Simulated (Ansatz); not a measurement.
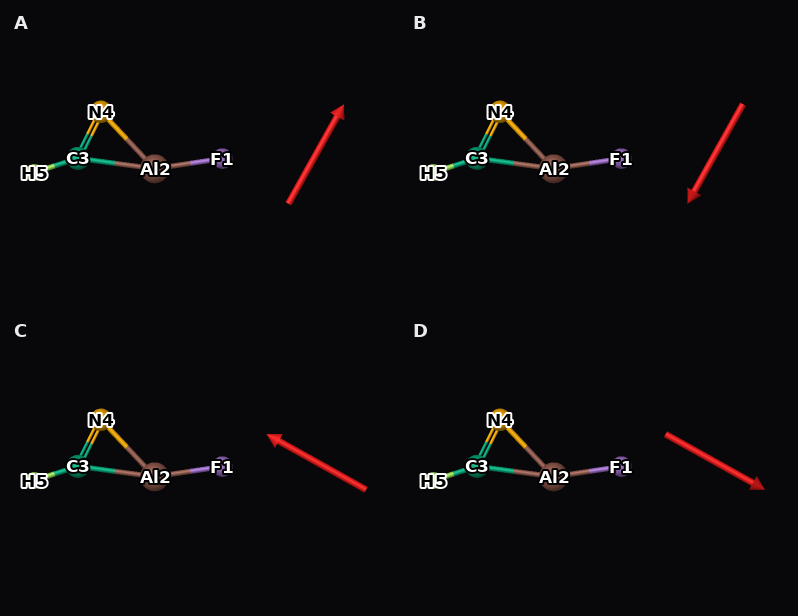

The same molecule four times, each with an arrow. Computed geometry: PBE-D4/def2-SVP optimisation. No frequency run is at hand to confirm it as a minimum. Method: RKS PBE-D4/def2-SVP (Ansatz 0.2.0).

Which arrow points along the dipole moment, from the negative to the positive end?

Answer. B. The dipole moment is 1.79 D; it points from the side of F1 to the side of H5 (the outermost atoms at the two ends).
